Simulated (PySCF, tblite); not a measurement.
# C₅H₇S−: dynamics, then NMR shifts on frames, part 2 of 2

tblite 0.8.0 and PySCF 2.14.0. Atoms count from 0. The steps go on from the part before.

## Step 5: Shielding tensors: 625 fs, PBE0/pcSseg-1

The job: settings as JSON, then the geometry in Å.

```
{"job": {"kind": "nmr", "xc": "PBE0", "basis": "pcSseg-1", "pop": false}, "charge": -1, "multiplicity": 1}
S      2.989800    -1.129900     1.908000
C      1.698500    -0.085200     1.511600
C      0.469800    -0.550900     1.103600
C     -0.699800     0.228700     0.838200
C     -2.158600    -0.110700     1.088300
C     -1.718000     0.029500    -0.274300
H      1.768000     0.979700     1.701300
H      0.348400    -1.632800     0.895900
H     -0.562700     1.319500     0.852900
H     -2.753500     0.599000     1.580200
H     -2.439600    -1.069200     1.425000
H     -1.730600    -0.974900    -0.726600
H     -1.959500     0.881100    -0.910000
```

With the program's defaults for keys left out, this is: GIAO PBE0/pcSseg-1 NMR shielding, non-relativistic, gas phase.

The program printed:

```text
coarse grid: 11400 points
cycle   1  E = -592.3628000121  dE =  8.518e-01  |g| = 4.807e-01  |ddm| = 3.362e+00
cycle   2  E = -592.3832276213  dE = -2.043e-02  |g| = 4.732e-01  |ddm| = 1.809e+00
cycle   3  E = -592.4471048160  dE = -6.388e-02  |g| = 3.959e-02  |ddm| = 8.635e-01
cycle   4  E = -592.4471536603  dE = -4.884e-05  |g| = 3.281e-02  |ddm| = 7.212e-02
cycle   5  E = -592.4474162493  dE = -2.626e-04  |g| = 8.241e-03  |ddm| = 4.724e-02
cycle   6  E = -592.4474344628  dE = -1.821e-05  |g| = 3.313e-03  |ddm| = 1.534e-02
cycle   7  E = -592.4474371368  dE = -2.674e-06  |g| = 4.969e-04  |ddm| = 4.144e-03
final grid: 105392 points
cycle   8  E = -592.4856759932  dE = -2.361e-05  |g| = 8.865e-03  |ddm| = 2.923e-02
cycle   9  E = -592.4856439627  dE =  3.203e-05  |g| = 1.356e-02  |ddm| = 2.857e-02
cycle  10  E = -592.4856966113  dE = -5.265e-05  |g| = 1.630e-03  |ddm| = 2.130e-02
cycle  11  E = -592.4856973450  dE = -7.336e-07  |g| = 2.843e-04  |ddm| = 2.194e-03
cycle  12  E = -592.4856973629  dE = -1.793e-08  |g| = 1.153e-04  |ddm| = 5.596e-04
cycle  13  E = -592.4856973660  dE = -3.124e-09  |g| = 4.471e-05  |ddm| = 1.831e-04
cycle  14  E = -592.4856973665  dE = -5.223e-10  |g| = 7.575e-06  |ddm| = 6.490e-05
converged SCF energy = -592.4856973665

GIAO shielding tensors (ppm)
atom      isotropic    diamagn.    paramagn.     s11        s22        s33       span
  0 S      456.738    1056.009    -599.271    256.552    533.950    579.712    323.160
  1 C       16.712     249.548    -232.836   -113.754     28.829    135.060    248.814
  2 C       67.110     249.463    -182.353    -30.182    107.198    124.314    154.496
  3 C      171.339     246.049     -74.710    126.257    155.909    231.851    105.594
  4 C      180.290     255.690     -75.399    153.784    181.772    205.315     51.531
  5 C      175.850     250.237     -74.387    146.869    174.452    206.228     59.359
  6 H       24.032      30.892      -6.860     21.148     22.533     28.416      7.268
  7 H       26.574      31.186      -4.612     23.406     24.690     31.626      8.220
  8 H       30.687      32.246      -1.559     23.590     30.329     38.142     14.552
  9 H       32.453      32.960      -0.506     26.499     29.301     41.559     15.060
 10 H       32.746      33.392      -0.646     27.467     30.395     40.374     12.907
 11 H       31.422      31.448      -0.026     25.869     29.540     38.857     12.988
 12 H       31.248      31.625      -0.377     25.279     28.415     40.050     14.770
```

Wall time 13 s (1 thread of Intel Xeon Platinum 8488C, shared host); peak memory 0.72 GiB.

Key values: δ C1 170.2, C2 119.8, C3 15.6, C5 11.1, H6 7.68, H7 5.14 ppm.

## Step 6: NMR shieldings: 800 fs, PBE0/pcSseg-1

The job: settings as JSON, then the geometry in Å.

```
{"job": {"kind": "nmr", "xc": "PBE0", "basis": "pcSseg-1", "pop": false}, "charge": -1, "multiplicity": 1}
S      2.905600    -1.311500     1.731800
C      1.589500    -0.179000     1.495500
C      0.331100    -0.622100     1.134300
C     -0.768200     0.353400     1.012000
C     -2.145000    -0.065100     0.555900
C     -1.319700     0.644700    -0.410300
H      1.875800     0.846800     1.694400
H     -0.007100    -1.657900     0.798900
H     -0.624300     1.216800     1.610900
H     -2.969700     0.475600     0.922200
H     -2.435000    -1.117200     0.486900
H     -1.054200     0.051200    -1.294600
H     -1.436700     1.633300    -0.744100
```

Method: GIAO PBE0/pcSseg-1 NMR shielding, non-relativistic, gas phase.

The program printed:

```text
coarse grid: 11400 points
cycle   1  E = -592.3493861314  dE =  7.227e-01  |g| = 4.807e-01  |ddm| = 3.330e+00
cycle   2  E = -592.3618575895  dE = -1.247e-02  |g| = 4.958e-01  |ddm| = 1.916e+00
cycle   3  E = -592.4340632233  dE = -7.221e-02  |g| = 8.361e-02  |ddm| = 1.049e+00
cycle   4  E = -592.4350128329  dE = -9.496e-04  |g| = 5.701e-02  |ddm| = 1.788e-01
cycle   5  E = -592.4359528786  dE = -9.400e-04  |g| = 7.305e-03  |ddm| = 8.883e-02
cycle   6  E = -592.4359616840  dE = -8.805e-06  |g| = 5.110e-03  |ddm| = 1.219e-02
cycle   7  E = -592.4359682497  dE = -6.566e-06  |g| = 7.812e-04  |ddm| = 6.011e-03
final grid: 105392 points
cycle   8  E = -592.4752620542  dE = -2.450e-05  |g| = 9.540e-03  |ddm| = 3.470e-02
cycle   9  E = -592.4752230867  dE =  3.897e-05  |g| = 1.480e-02  |ddm| = 3.101e-02
cycle  10  E = -592.4752860542  dE = -6.297e-05  |g| = 1.741e-03  |ddm| = 2.305e-02
cycle  11  E = -592.4752869072  dE = -8.530e-07  |g| = 2.961e-04  |ddm| = 2.373e-03
cycle  12  E = -592.4752869253  dE = -1.814e-08  |g| = 1.376e-04  |ddm| = 5.740e-04
cycle  13  E = -592.4752869299  dE = -4.571e-09  |g| = 4.404e-05  |ddm| = 1.903e-04
cycle  14  E = -592.4752869304  dE = -5.077e-10  |g| = 8.167e-06  |ddm| = 6.731e-05
converged SCF energy = -592.4752869304

GIAO shielding tensors (ppm)
atom      isotropic    diamagn.    paramagn.     s11        s22        s33       span
  0 S      391.999    1055.909    -663.910    144.274    501.764    529.959    385.686
  1 C       10.040     249.322    -239.282   -126.137     18.339    137.919    264.056
  2 C       62.289     251.198    -188.909    -33.595    104.888    115.574    149.169
  3 C      170.132     249.264     -79.132    126.170    152.722    231.504    105.334
  4 C      177.393     252.361     -74.968    148.871    182.375    200.933     52.063
  5 C      178.396     250.908     -72.512    137.694    176.036    221.459     83.765
  6 H       22.647      31.083      -8.436     17.600     20.256     30.086     12.486
  7 H       25.924      30.334      -4.410     22.781     23.509     31.481      8.700
  8 H       30.776      33.175      -2.399     24.365     30.031     37.932     13.566
  9 H       32.183      31.489       0.695     26.304     28.739     41.507     15.203
 10 H       31.289      31.445      -0.157     26.478     28.821     38.567     12.090
 11 H       31.963      32.016      -0.054     26.384     29.991     39.513     13.129
 12 H       32.227      32.987      -0.760     26.335     28.988     41.358     15.023
```

It took 13 s on 1 thread of Intel Xeon Platinum 8488C, shared host; peak memory 0.82 GiB.

Key values: δ C1 176.9, C2 124.6, C3 16.8, C4 9.5, H6 9.07, H7 5.79 ppm.

## Step 7: Shielding tensors: 1000 fs, PBE0/pcSseg-1

The job: settings as JSON, then the geometry in Å.

```
{"job": {"kind": "nmr", "xc": "PBE0", "basis": "pcSseg-1", "pop": false}, "charge": -1, "multiplicity": 1}
S      2.930300    -1.196100     1.703000
C      1.455700    -0.402700     1.598400
C      0.383500    -0.901900     0.980000
C     -0.921000    -0.100600     0.982000
C     -2.265700    -0.727900     0.852200
C     -1.809300     0.155200    -0.220600
H      1.452300     0.522600     2.228400
H      0.428000    -1.925100     0.411200
H     -0.857000     0.690300     1.647700
H     -3.050400    -0.388300     1.526600
H     -2.328500    -1.789700     0.701400
H     -1.483200    -0.282600    -1.128800
H     -2.283600     1.121500    -0.330500
```

Method: GIAO PBE0/pcSseg-1 NMR shielding, non-relativistic, gas phase.

The program printed:

```text
coarse grid: 11400 points
cycle   1  E = -592.3584201945  dE =  8.205e-01  |g| = 4.911e-01  |ddm| = 3.351e+00
cycle   2  E = -592.3741559737  dE = -1.574e-02  |g| = 5.000e-01  |ddm| = 1.877e+00
cycle   3  E = -592.4460497389  dE = -7.189e-02  |g| = 6.072e-02  |ddm| = 9.414e-01
cycle   4  E = -592.4462876499  dE = -2.379e-04  |g| = 5.031e-02  |ddm| = 1.050e-01
cycle   5  E = -592.4469464949  dE = -6.588e-04  |g| = 5.388e-03  |ddm| = 6.202e-02
cycle   6  E = -592.4469527707  dE = -6.276e-06  |g| = 3.408e-03  |ddm| = 1.399e-02
cycle   7  E = -592.4469558274  dE = -3.057e-06  |g| = 6.104e-04  |ddm| = 5.854e-03
final grid: 105392 points
cycle   8  E = -592.4861819419  dE = -2.523e-05  |g| = 8.309e-03  |ddm| = 3.211e-02
cycle   9  E = -592.4861574395  dE =  2.450e-05  |g| = 1.228e-02  |ddm| = 2.535e-02
cycle  10  E = -592.4861997407  dE = -4.230e-05  |g| = 1.577e-03  |ddm| = 1.861e-02
cycle  11  E = -592.4862004263  dE = -6.857e-07  |g| = 2.117e-04  |ddm| = 2.059e-03
cycle  12  E = -592.4862004368  dE = -1.046e-08  |g| = 7.044e-05  |ddm| = 4.910e-04
cycle  13  E = -592.4862004379  dE = -1.170e-09  |g| = 3.575e-05  |ddm| = 1.633e-04
cycle  14  E = -592.4862004382  dE = -3.065e-10  |g| = 6.032e-06  |ddm| = 3.828e-05
converged SCF energy = -592.4862004382

GIAO shielding tensors (ppm)
atom      isotropic    diamagn.    paramagn.     s11        s22        s33       span
  0 S      465.278    1056.478    -591.200    252.795    551.717    591.322    338.527
  1 C       20.841     248.830    -227.989   -104.427     33.188    133.760    238.187
  2 C       72.083     250.057    -177.974    -14.100     96.595    133.755    147.855
  3 C      170.850     244.122     -73.271    131.718    154.263    226.570     94.852
  4 C      179.887     256.059     -76.172    152.839    176.928    209.895     57.056
  5 C      182.010     249.812     -67.802    154.673    177.223    214.135     59.462
  6 H       22.793      29.975      -7.181     18.701     19.959     29.719     11.018
  7 H       25.638      29.389      -3.751     22.829     24.548     29.538      6.709
  8 H       31.833      33.655      -1.822     25.171     31.215     39.113     13.942
  9 H       31.688      31.324       0.364     25.882     28.203     40.980     15.098
 10 H       32.145      32.405      -0.260     26.941     29.595     39.900     12.959
 11 H       32.716      32.342       0.374     27.316     30.208     40.625     13.309
 12 H       31.882      31.410       0.472     26.083     28.153     41.409     15.326
```

It took 13 s on 1 thread of Intel Xeon Platinum 8488C, shared host; peak memory 0.72 GiB.

This run: δ C1 166.1, C2 114.8, C3 16.1, C4 7.0, H6 8.92, H7 6.08 ppm.

## Step 8: Run by run: NMR shifts

Shifts (ppm) of some atoms, chosen among heavy atoms and hydrogens apart, with basis size and wall time:

| frame | C1 | C2 | C3 | C4 | H7 | H10 | S0 | functions | time |
| --- | --- | --- | --- | --- | --- | --- | --- | --- | --- |
| 250 fs | 164.8 | 112.3 | 23.1 | 14.4 | 4.35 | -0.02 | 22 | 144 | 13 s |
| 425 fs | 167.2 | 109.9 | 23.1 | 8.6 | 4.26 | 0.78 | 40 | 144 | 13 s |
| 625 fs | 170.2 | 119.8 | 15.6 | 6.6 | 5.14 | -1.03 | 47 | 144 | 13 s |
| 800 fs | 176.9 | 124.6 | 16.8 | 9.5 | 5.79 | 0.43 | 112 | 144 | 13 s |
| 1000 fs | 166.1 | 114.8 | 16.1 | 7.0 | 6.08 | -0.43 | 38 | 144 | 13 s |

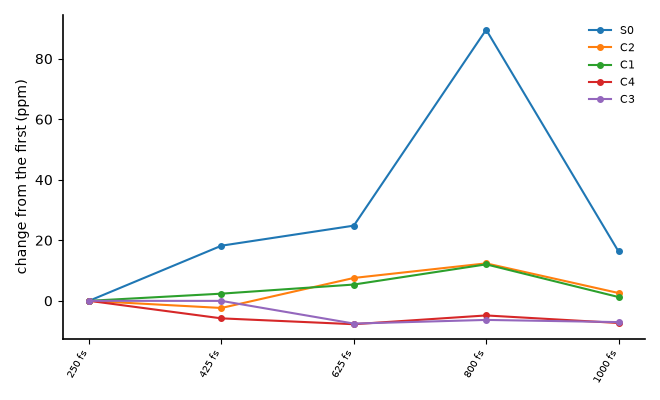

How five of the tabulated atoms move from run to run.

## Step 9: Summary of results

The summary covers parts 1 to 2.

| quantity | value |
| --- | --- |
| thermostat | 300 K |
| mean temperature, second half | 303 K |
| mean potential energy above the minimum | 0.50 eV |
| 13C shifts against TMS (PBE0/pcSseg-1, 250 fs) | 164.8, 112.3, 23.1, 14.4, 7.9 ppm |
| 1H shifts against TMS (PBE0/pcSseg-1, 250 fs) | 8.29, 4.35, 1.32, 0.70, 0.04, -0.02, -0.26 ppm |
| 33S shifts against CS2 (PBE0/pcSseg-1, 250 fs) | 22 ppm |
| range of the shift of S0 | 22 to 112 ppm |

In words: In the second half the potential energy averages 0.50 eV above the minimum; equipartition over 33 harmonic modes at 300 K would give 0.43 eV. With 13 atoms the temperature swings widely (122 to 514 K). Shifts at one fixed geometry are not the observed spectrum, which averages over the motion. In the first frame run (250 fs): Shielding is most anisotropic at S0 (span 343 ppm, paramagnetic term -575 ppm). In ppm, S0 moves most: its shift spreads over 90 ppm, from 22 (250 fs) to 112 (800 fs). At PBE0/pcSseg-1 the HOMO lies above zero (+0.23 eV), as often for anions in the gas phase: self-interaction error lifts it, or the electron is held by the finite basis alone; counter-ions and solvent are missing.
